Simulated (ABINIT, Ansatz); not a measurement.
# TlBiSe3 (Pm-3m): zone-centre phonons, part 3 of 4

Wanted: the vibrations of TlBiSe3 (Pm-3m) at Γ, by two programs.

ABINIT 10.8.3; DFT LDA, scalar-relativistic, plane waves, HGH norm-conserving pseudopotentials.

So far. Step 3 (Ground state): The cell stands at -0.79 GPa: the relaxation ran with a smoothed and higher cutoff, and the difference is a stress of the finite basis. Step 4 (Linear response at Γ): The acoustic modes at Γ come out as far as 1.7 cm⁻¹ from zero, where they should vanish, a small numerical error. The lowest optical mode is imaginary, 82i cm⁻¹, an instability at this level and on this k mesh. The relaxed cell has a = 5.395 Å (conventional setting).

The structure was built from a prototype and need not be the compound's stable phase.

### 5. Zone-centre analysis

anaddb reads the merged derivatives and imposes the acoustic sum rule.

File anaddb.abi:

```
ddb_filepath "gamma_DDB"
output_file "anaddb.abo"
outdata_prefix "anaddb"
asr 1
chneut 1
enunit 2
eivec 1
nph1l 1
qph1l 0.0 0.0 0.0 1.0
```

File mrgddb.in:

```
gamma_DDB
merged
2
dfpt_gammao_DDB
gso_DDB
```

Launch:

```console
mrgddb < mrgddb.in > mrgddb.log
OMP_NUM_THREADS=1 anaddb anaddb.abi > anaddb.log
```

anaddb.abo, the main output file:

```text
-outvars_anaddb: echo values of input variables ----------------------

 Miscellaneous information :
      enunit         2
       eivec         1
         asr         1
 First list of wavevector (reduced coord.) :
       nph1l         1
       qph1l
                     0.00000000E+00  0.00000000E+00  0.00000000E+00    1.000E+00

================================================================================

 read the DDB information and perform some checks

  ==== Info on the Cryst% object ====
 Real(R)+Recip(G) space primitive vectors, cartesian coordinates (Bohr,Bohr^-1):
 R(1)= 10.1950906  0.0000000  0.0000000  G(1)=  0.0980864  0.0000000  0.0000000
 R(2)=  0.0000000 10.1950906  0.0000000  G(2)=  0.0000000  0.0980864  0.0000000
 R(3)=  0.0000000  0.0000000 10.1950906  G(3)=  0.0000000  0.0000000  0.0980864
 Unit cell volume ucvol=  1.0596764E+03 bohr^3
 Angles (23,13,12)=  9.00000000E+01  9.00000000E+01  9.00000000E+01 degrees
 Time-reversal symmetry is present
 Reduced atomic positions [iatom, xred, symbol]:
    1)    0.0000000  0.0000000  0.0000000  Tl
    2)    0.5000000  0.5000000  0.5000000  Bi
    3)    0.5000000  0.5000000  0.0000000  Se
    4)    0.5000000  0.0000000  0.5000000  Se
    5)    0.0000000  0.5000000  0.5000000  Se

 DDB file with 3 blocks has been read.

================================================================================

 Treat the first list of vectors

  Phonon wavevector (reduced coordinates) :  0.00000  0.00000  0.00000
 Phonon energies in Hartree :
  -3.751026E-04 -3.751026E-04 -3.751026E-04 -3.194787E-04 -3.194787E-04
  -3.194787E-04 -1.343563E-04 -1.343563E-04 -1.343563E-04  0.000000E+00
   0.000000E+00  0.000000E+00  6.844472E-04  6.844472E-04  6.844472E-04
 Phonon energies in meV     :
- -1.020706E+01 -1.020706E+01 -1.020706E+01 -8.693459E+00 -8.693459E+00
- -8.693459E+00 -3.656021E+00 -3.656021E+00 -3.656021E+00  0.000000E+00
-  0.000000E+00  0.000000E+00  1.862476E+01  1.862476E+01  1.862476E+01
 Phonon frequencies in cm-1    :
- -8.232552E+01 -8.232552E+01 -8.232552E+01 -7.011748E+01 -7.011748E+01
- -7.011748E+01 -2.948780E+01 -2.948780E+01 -2.948780E+01  0.000000E+00
-  0.000000E+00  0.000000E+00  1.502188E+02  1.502188E+02  1.502188E+02
 Phonon frequencies in Thz     :
- -2.468057E+00 -2.468057E+00 -2.468057E+00 -2.102069E+00 -2.102069E+00
- -2.102069E+00 -8.840220E-01 -8.840220E-01 -8.840220E-01  0.000000E+00
-  0.000000E+00  0.000000E+00  4.503446E+00  4.503446E+00  4.503446E+00
 Phonon energies in Kelvin  :
- -1.184480E+02 -1.184480E+02 -1.184480E+02 -1.008834E+02 -1.008834E+02
- -1.008834E+02 -4.242637E+01 -4.242637E+01 -4.242637E+01  0.000000E+00
-  0.000000E+00  0.000000E+00  2.161313E+02  2.161313E+02  2.161313E+02

 Eigendisplacements
 (will be given, for each mode : in cartesian coordinates
   for each atom the real part of the displacement vector,
   then the imaginary part of the displacement vector - absolute values smaller than 1.0d-7 are set to zero)
  Mode number    1   Energy   -3.751026E-04
 Attention : low frequency mode.
   (Could be unstable or acoustic mode)
-  1  0.00000000E+00  0.00000000E+00  3.52373586E-04
-     0.00000000E+00  0.00000000E+00  0.00000000E+00
-  2  0.00000000E+00  0.00000000E+00  7.19932884E-04
-     0.00000000E+00  0.00000000E+00  0.00000000E+00
-  3  0.00000000E+00  0.00000000E+00  3.79466043E-04
-     0.00000000E+00  0.00000000E+00  0.00000000E+00
-  4  0.00000000E+00  0.00000000E+00 -1.59849930E-03
-     0.00000000E+00  0.00000000E+00  0.00000000E+00
-  5  0.00000000E+00  0.00000000E+00 -1.59849930E-03
-     0.00000000E+00  0.00000000E+00  0.00000000E+00
  Mode number    2   Energy   -3.751026E-04
 Attention : low frequency mode.
   (Could be unstable or acoustic mode)
-  1  0.00000000E+00  3.52373586E-04  0.00000000E+00
-     0.00000000E+00  0.00000000E+00  0.00000000E+00
-  2  0.00000000E+00  7.19932884E-04  0.00000000E+00
-     0.00000000E+00  0.00000000E+00  0.00000000E+00
-  3  0.00000000E+00 -1.59849930E-03  0.00000000E+00
-     0.00000000E+00  0.00000000E+00  0.00000000E+00
-  4  0.00000000E+00  3.79466043E-04  0.00000000E+00
-     0.00000000E+00  0.00000000E+00  0.00000000E+00
-  5  0.00000000E+00 -1.59849930E-03  0.00000000E+00
-     0.00000000E+00  0.00000000E+00  0.00000000E+00
  Mode number    3   Energy   -3.751026E-04
 Attention : low frequency mode.
   (Could be unstable or acoustic mode)
-  1  3.52373586E-04  0.00000000E+00  0.00000000E+00
-     0.00000000E+00  0.00000000E+00  0.00000000E+00
-  2  7.19932884E-04  0.00000000E+00  0.00000000E+00
-     0.00000000E+00  0.00000000E+00  0.00000000E+00
-  3 -1.59849930E-03  0.00000000E+00  0.00000000E+00
-     0.00000000E+00  0.00000000E+00  0.00000000E+00
-  4 -1.59849930E-03  0.00000000E+00  0.00000000E+00
-     0.00000000E+00  0.00000000E+00  0.00000000E+00
-  5  3.79466043E-04  0.00000000E+00  0.00000000E+00
-     0.00000000E+00  0.00000000E+00  0.00000000E+00
  Mode number    4   Energy   -3.194787E-04
 Attention : low frequency mode.
   (Could be unstable or acoustic mode)
-  1  0.00000000E+00  0.00000000E+00  0.00000000E+00
-     0.00000000E+00  0.00000000E+00  0.00000000E+00
-  2  0.00000000E+00  0.00000000E+00  0.00000000E+00
-     0.00000000E+00  0.00000000E+00  0.00000000E+00
-  3  0.00000000E+00  0.00000000E+00  0.00000000E+00
-     0.00000000E+00  0.00000000E+00  0.00000000E+00
-  4  0.00000000E+00  0.00000000E+00  1.86380890E-03
-     0.00000000E+00  0.00000000E+00  0.00000000E+00
-  5  0.00000000E+00  0.00000000E+00 -1.86380890E-03
-     0.00000000E+00  0.00000000E+00  0.00000000E+00
  Mode number    5   Energy   -3.194787E-04
 Attention : low frequency mode.
   (Could be unstable or acoustic mode)
-  1  0.00000000E+00  0.00000000E+00  0.00000000E+00
-     0.00000000E+00  0.00000000E+00  0.00000000E+00
-  2  0.00000000E+00  0.00000000E+00  0.00000000E+00
-     0.00000000E+00  0.00000000E+00  0.00000000E+00
-  3  0.00000000E+00 -1.86380890E-03  0.00000000E+00
-     0.00000000E+00  0.00000000E+00  0.00000000E+00
-  4  0.00000000E+00  0.00000000E+00  0.00000000E+00
-     0.00000000E+00  0.00000000E+00  0.00000000E+00
-  5  0.00000000E+00  1.86380890E-03  0.00000000E+00
-     0.00000000E+00  0.00000000E+00  0.00000000E+00
  Mode number    6   Energy   -3.194787E-04
 Attention : low frequency mode.
   (Could be unstable or acoustic mode)
-  1  0.00000000E+00  0.00000000E+00  0.00000000E+00
-     0.00000000E+00  0.00000000E+00  0.00000000E+00
-  2  0.00000000E+00  0.00000000E+00  0.00000000E+00
-     0.00000000E+00  0.00000000E+00  0.00000000E+00
-  3  1.86380890E-03  0.00000000E+00  0.00000000E+00
-     0.00000000E+00  0.00000000E+00  0.00000000E+00
-  4 -1.86380890E-03  0.00000000E+00  0.00000000E+00
-     0.00000000E+00  0.00000000E+00  0.00000000E+00
-  5  0.00000000E+00  0.00000000E+00  0.00000000E+00
-     0.00000000E+00  0.00000000E+00  0.00000000E+00
  Mode number    7   Energy   -1.343563E-04
 Attention : low frequency mode.
   (Could be unstable or acoustic mode)
-  1  0.00000000E+00  0.00000000E+00  1.30980596E-03
-     0.00000000E+00  0.00000000E+00  0.00000000E+00
-  2  0.00000000E+00  0.00000000E+00 -8.52241294E-04
-     0.00000000E+00  0.00000000E+00  0.00000000E+00
-  3  0.00000000E+00  0.00000000E+00 -7.00051325E-04
-     0.00000000E+00  0.00000000E+00  0.00000000E+00
-  4  0.00000000E+00  0.00000000E+00 -2.17344572E-04
-     0.00000000E+00  0.00000000E+00  0.00000000E+00
-  5  0.00000000E+00  0.00000000E+00 -2.17344572E-04
-     0.00000000E+00  0.00000000E+00  0.00000000E+00
  Mode number    8   Energy   -1.343563E-04
 Attention : low frequency mode.
   (Could be unstable or acoustic mode)
-  1  0.00000000E+00  1.30980596E-03  0.00000000E+00
-     0.00000000E+00  0.00000000E+00  0.00000000E+00
-  2  0.00000000E+00 -8.52241294E-04  0.00000000E+00
-     0.00000000E+00  0.00000000E+00  0.00000000E+00
-  3  0.00000000E+00 -2.17344572E-04  0.00000000E+00
-     0.00000000E+00  0.00000000E+00  0.00000000E+00
-  4  0.00000000E+00 -7.00051325E-04  0.00000000E+00
-     0.00000000E+00  0.00000000E+00  0.00000000E+00
-  5  0.00000000E+00 -2.17344572E-04  0.00000000E+00
-     0.00000000E+00  0.00000000E+00  0.00000000E+00
  Mode number    9   Energy   -1.343563E-04
 Attention : low frequency mode.
   (Could be unstable or acoustic mode)
-  1  1.30980596E-03  0.00000000E+00  0.00000000E+00
-     0.00000000E+00  0.00000000E+00  0.00000000E+00
-  2 -8.52241294E-04  0.00000000E+00  0.00000000E+00
-     0.00000000E+00  0.00000000E+00  0.00000000E+00
-  3 -2.17344572E-04  0.00000000E+00  0.00000000E+00
-     0.00000000E+00  0.00000000E+00  0.00000000E+00
-  4 -2.17344572E-04  0.00000000E+00  0.00000000E+00
-     0.00000000E+00  0.00000000E+00  0.00000000E+00
-  5 -7.00051325E-04  0.00000000E+00  0.00000000E+00
-     0.00000000E+00  0.00000000E+00  0.00000000E+00
  Mode number   10   Energy    0.000000E+00
 Attention : low frequency mode.
   (Could be unstable or acoustic mode)
-  1  0.00000000E+00  0.00000000E+00  9.18502864E-04
-     0.00000000E+00  0.00000000E+00  0.00000000E+00
-  2  0.00000000E+00  0.00000000E+00  9.18509550E-04
-     0.00000000E+00  0.00000000E+00  0.00000000E+00
-  3  0.00000000E+00  0.00000000E+00  9.18508749E-04
-     0.00000000E+00  0.00000000E+00  0.00000000E+00
-  4  0.00000000E+00  0.00000000E+00  9.18502984E-04
-     0.00000000E+00  0.00000000E+00  0.00000000E+00
-  5  0.00000000E+00  0.00000000E+00  9.18502984E-04
-     0.00000000E+00  0.00000000E+00  0.00000000E+00
  Mode number   11   Energy    0.000000E+00
 Attention : low frequency mode.
   (Could be unstable or acoustic mode)
-  1  0.00000000E+00 -9.18502864E-04  0.00000000E+00
-     0.00000000E+00  0.00000000E+00  0.00000000E+00
-  2  0.00000000E+00 -9.18509550E-04  0.00000000E+00
-     0.00000000E+00  0.00000000E+00  0.00000000E+00
-  3  0.00000000E+00 -9.18502984E-04  0.00000000E+00
-     0.00000000E+00  0.00000000E+00  0.00000000E+00
-  4  0.00000000E+00 -9.18508749E-04  0.00000000E+00
-     0.00000000E+00  0.00000000E+00  0.00000000E+00
-  5  0.00000000E+00 -9.18502984E-04  0.00000000E+00
-     0.00000000E+00  0.00000000E+00  0.00000000E+00
  Mode number   12   Energy    0.000000E+00
 Attention : low frequency mode.
   (Could be unstable or acoustic mode)
-  1  9.18502864E-04  0.00000000E+00  0.00000000E+00
-     0.00000000E+00  0.00000000E+00  0.00000000E+00
-  2  9.18509550E-04  0.00000000E+00  0.00000000E+00
-     0.00000000E+00  0.00000000E+00  0.00000000E+00
-  3  9.18502984E-04  0.00000000E+00  0.00000000E+00
-     0.00000000E+00  0.00000000E+00  0.00000000E+00
-  4  9.18502984E-04  0.00000000E+00  0.00000000E+00
-     0.00000000E+00  0.00000000E+00  0.00000000E+00
-  5  9.18508749E-04  0.00000000E+00  0.00000000E+00
-     0.00000000E+00  0.00000000E+00  0.00000000E+00
  Mode number   13   Energy    6.844472E-04
-  1  0.00000000E+00  0.00000000E+00  2.58406537E-05
-     0.00000000E+00  0.00000000E+00  0.00000000E+00
-  2  0.00000000E+00  0.00000000E+00  7.32633900E-04
-     0.00000000E+00  0.00000000E+00  0.00000000E+00
-  3  0.00000000E+00  0.00000000E+00 -2.33876946E-03
-     0.00000000E+00  0.00000000E+00  0.00000000E+00
-  4  0.00000000E+00  0.00000000E+00  1.66424774E-04
-     0.00000000E+00  0.00000000E+00  0.00000000E+00
-  5  0.00000000E+00  0.00000000E+00  1.66424774E-04
-     0.00000000E+00  0.00000000E+00  0.00000000E+00
  Mode number   14   Energy    6.844472E-04
-  1  0.00000000E+00 -2.58406537E-05  0.00000000E+00
-     0.00000000E+00  0.00000000E+00  0.00000000E+00
-  2  0.00000000E+00 -7.32633900E-04  0.00000000E+00
-     0.00000000E+00  0.00000000E+00  0.00000000E+00
-  3  0.00000000E+00 -1.66424774E-04  0.00000000E+00
-     0.00000000E+00  0.00000000E+00  0.00000000E+00
-  4  0.00000000E+00  2.33876946E-03  0.00000000E+00
-     0.00000000E+00  0.00000000E+00  0.00000000E+00
-  5  0.00000000E+00 -1.66424774E-04  0.00000000E+00
-     0.00000000E+00  0.00000000E+00  0.00000000E+00
  Mode number   15   Energy    6.844472E-04
-  1  2.58406537E-05  0.00000000E+00  0.00000000E+00
-     0.00000000E+00  0.00000000E+00  0.00000000E+00
-  2  7.32633900E-04  0.00000000E+00  0.00000000E+00
-     0.00000000E+00  0.00000000E+00  0.00000000E+00
-  3  1.66424774E-04  0.00000000E+00  0.00000000E+00
-     0.00000000E+00  0.00000000E+00  0.00000000E+00
-  4  1.66424774E-04  0.00000000E+00  0.00000000E+00
-     0.00000000E+00  0.00000000E+00  0.00000000E+00
-  5 -2.33876946E-03  0.00000000E+00  0.00000000E+00
-     0.00000000E+00  0.00000000E+00  0.00000000E+00

 Analysis of degeneracies and characters (maximum tolerance=1.00E-06 a.u.)
 For each vibration mode, or group of modes if degenerate,
 the characters are given for each symmetry operation (see the list in the log file).
 Symmetry characters of vibration mode #   1
       degenerate with vibration modes #   2 to    3
  3.0 -3.0 -1.0  1.0 -1.0  1.0 -1.0  1.0  1.0 -1.0 -1.0  1.0  1.0 -1.0 -1.0  1.0
 -0.0  0.0 -0.0  0.0  0.0 -0.0  0.0 -0.0  1.0 -1.0 -1.0  1.0 -1.0  1.0  1.0 -1.0
 -0.0  0.0  0.0 -0.0  0.0 -0.0 -0.0  0.0  1.0 -1.0  1.0 -1.0 -1.0  1.0 -1.0  1.0
 Symmetry characters of vibration mode #   4
       degenerate with vibration modes #   5 to    6
  3.0 -3.0 -1.0  1.0 -1.0  1.0 -1.0  1.0 -1.0  1.0  1.0 -1.0 -1.0  1.0  1.0 -1.0
  0.0 -0.0  0.0 -0.0 -0.0  0.0 -0.0  0.0 -1.0  1.0  1.0 -1.0  1.0 -1.0 -1.0  1.0
  0.0 -0.0 -0.0  0.0 -0.0  0.0  0.0 -0.0 -1.0  1.0 -1.0  1.0  1.0 -1.0  1.0 -1.0
 Symmetry characters of vibration mode #   7
       degenerate with vibration modes #   8 to    9
  3.0 -3.0 -1.0  1.0 -1.0  1.0 -1.0  1.0  1.0 -1.0 -1.0  1.0  1.0 -1.0 -1.0  1.0
  0.0 -0.0  0.0 -0.0 -0.0  0.0 -0.0  0.0  1.0 -1.0 -1.0  1.0 -1.0  1.0  1.0 -1.0
  0.0 -0.0 -0.0  0.0 -0.0  0.0  0.0 -0.0  1.0 -1.0  1.0 -1.0 -1.0  1.0 -1.0  1.0
 Symmetry characters of vibration mode #  10
       degenerate with vibration modes #  11 to   12
  3.0 -3.0 -1.0  1.0 -1.0  1.0 -1.0  1.0  1.0 -1.0 -1.0  1.0  1.0 -1.0 -1.0  1.0
  0.0 -0.0  0.0 -0.0 -0.0  0.0 -0.0  0.0  1.0 -1.0 -1.0  1.0 -1.0  1.0  1.0 -1.0
  0.0 -0.0 -0.0  0.0 -0.0  0.0  0.0 -0.0  1.0 -1.0  1.0 -1.0 -1.0  1.0 -1.0  1.0
 Symmetry characters of vibration mode #  13
       degenerate with vibration modes #  14 to   15
  3.0 -3.0 -1.0  1.0 -1.0  1.0 -1.0  1.0  1.0 -1.0 -1.0  1.0  1.0 -1.0 -1.0  1.0
 -0.0  0.0 -0.0  0.0  0.0 -0.0  0.0 -0.0  1.0 -1.0 -1.0  1.0 -1.0  1.0  1.0 -1.0
 -0.0  0.0  0.0 -0.0  0.0 -0.0 -0.0  0.0  1.0 -1.0  1.0 -1.0 -1.0  1.0 -1.0  1.0
-
```

It took 0.75 s on 1 thread of Intel Xeon at 2.70GHz, shared host.

Numbers from this step:

```
lowest optical zone-centre mode : -82.33 cm⁻¹
```

No LO-TO term; unit eigenvectors of the mass-weighted matrix, from anaddb's displacements. Modes at Γ, with each element's share of the kinetic energy (negative means imaginary):

```
mode  frequency (cm⁻¹)  symmetry  Tl %  Bi %  Se %
   1             -82.3       T1u     5    20    76
   2             -82.3       T1u     5    20    76
   3             -82.3       T1u     5    20    76
   4             -70.1       T2u     0     0   100
   5             -70.1       T2u     0     0   100
   6             -70.1       T2u     0     0   100
   7             -29.5       T1u    64    28     8
   8             -29.5       T1u    64    28     8
   9             -29.5       T1u    64    28     8
  10               0.0  acoustic    31    32    36
  11               0.0  acoustic    31    32    36
  12               0.0  acoustic    31    32    36
  13             150.2       T1u     0    20    80
  14             150.2       T1u     0    20    80
  15             150.2       T1u     0    20    80
```

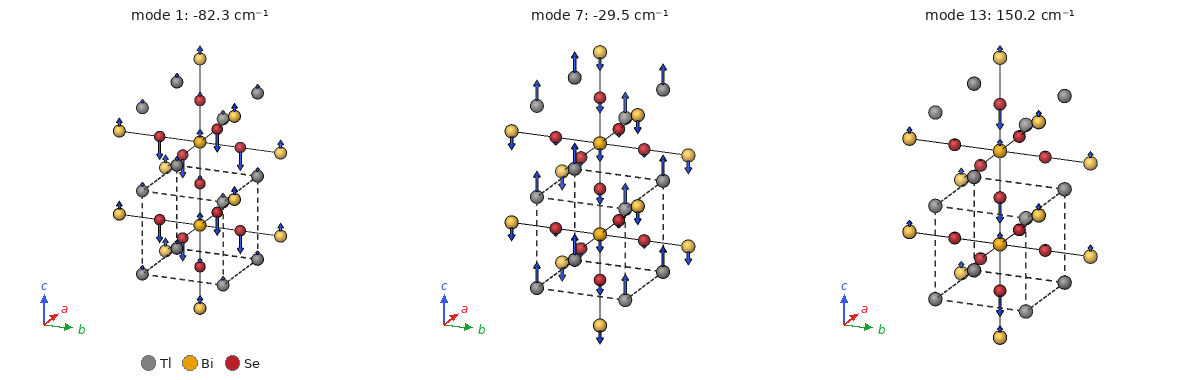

Displacement patterns of modes 1, 7 and 13 at Γ; arrows are exaggerated. 1×1×2 cells are drawn. Some periodic images of atoms are drawn too.

The rule moves no optical mode by more than 0.2 cm⁻¹.

(Part 3 of 4 ends here.)

[Host names and launcher messages were left out of these logs when they were recorded.]

[Logs are printed without paths, hosts, clocks, repeated set-up lines and the standing remarks that a program may print on its own settings, such as how far it seeks lower states.]

[Hosts, paths, dates, database ids (printed as entryN), source tags and the programs' standing remarks are cut or masked in the printed files.]
